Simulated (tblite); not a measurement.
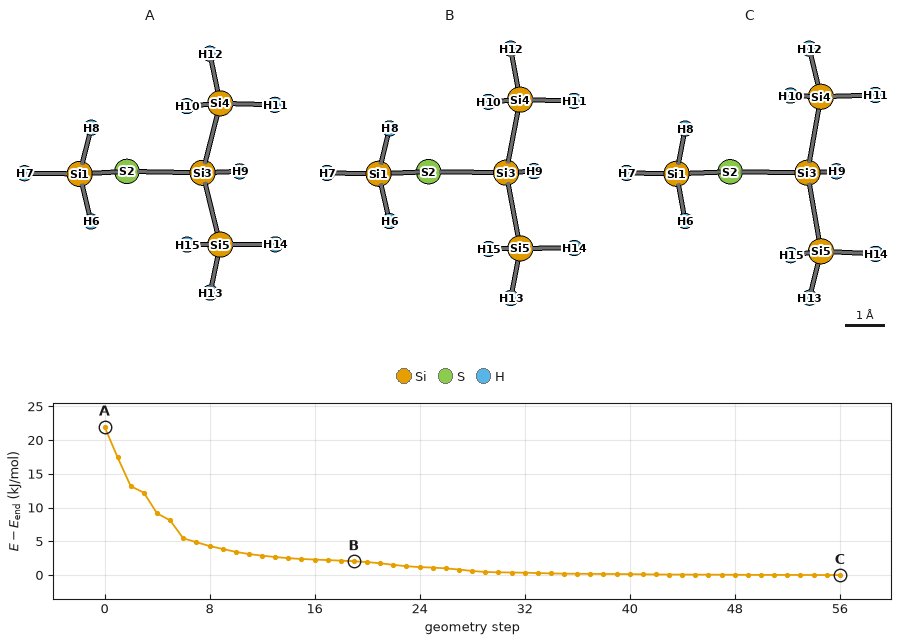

Frames of a relaxation of Si$_{4}$H$_{10}$S, marked on the history of the run. A ball-and-stick model, seen face on.

Theory: GFN2-xTB geometry optimisation, gas phase (tblite 0.8.0). 

Describe the path.

The largest moves after the best rigid fit, 0.29 Å, are those of H10 and H15. Largest moves by element: H 0.29 Å, Si 0.20 Å, S 0.20 Å. Among the contacts that change: Si1–H7 1.487 → 1.451 Å, Si4–H10 1.502 → 1.468 Å, Si1–H8 1.490 → 1.459 Å, S2–Si3 2.166 → 2.196 Å. Among the angles between lasting bonds that change: Si4–Si3–Si5 105.1° → 118.4°, S2–Si3–H9 104.8° → 96.2°, Si1–S2–Si3 99.5° → 106.3°. After 56 geometry steps the energy has fallen by 22.0 kJ/mol. Cost: 0.88 s on 1 thread of Arm Neoverse N1, on a shared host. From step 0 to 19: H9 moves most (0.17 Å), energy −20.0 kJ/mol. From step 19 to 56: H atoms move most (0.17 Å), energy −2.05 kJ/mol.

```json
{"step": "0", "E − E(0), kJ/mol": "0.00"}
{"step": "1", "E − E(0), kJ/mol": "-4.57"}
{"step": "2", "E − E(0), kJ/mol": "-8.83"}
{"step": "3", "E − E(0), kJ/mol": "-9.79"}
{"step": "4", "E − E(0), kJ/mol": "-12.86"}
{"step": "5", "E − E(0), kJ/mol": "-13.89"}
{"step": "6", "E − E(0), kJ/mol": "-16.56"}
{"step": "7", "E − E(0), kJ/mol": "-17.13"}
{"step": "8", "E − E(0), kJ/mol": "-17.70"}
{"step": "9", "E − E(0), kJ/mol": "-18.13"}
{"step": "10", "E − E(0), kJ/mol": "-18.57"}
{"step": "12", "E − E(0), kJ/mol": "-19.13"}
{"step": "15", "E − E(0), kJ/mol": "-19.62"}
{"step": "17", "E − E(0), kJ/mol": "-19.78"}
{"step": "20", "E − E(0), kJ/mol": "-20.08"}
{"step": "22", "E − E(0), kJ/mol": "-20.49"}
{"step": "25", "E − E(0), kJ/mol": "-20.90"}
{"step": "27", "E − E(0), kJ/mol": "-21.19"}
{"step": "29", "E − E(0), kJ/mol": "-21.54"}
{"step": "32", "E − E(0), kJ/mol": "-21.66"}
{"step": "34", "E − E(0), kJ/mol": "-21.76"}
{"step": "37", "E − E(0), kJ/mol": "-21.82"}
{"step": "39", "E − E(0), kJ/mol": "-21.85"}
{"step": "41", "E − E(0), kJ/mol": "-21.89"}
{"step": "44", "E − E(0), kJ/mol": "-21.93"}
{"step": "46", "E − E(0), kJ/mol": "-21.94"}
{"step": "49", "E − E(0), kJ/mol": "-21.97"}
{"step": "51", "E − E(0), kJ/mol": "-21.98"}
{"step": "54", "E − E(0), kJ/mol": "-21.99"}
{"step": "56", "E − E(0), kJ/mol": "-22.01"}
```
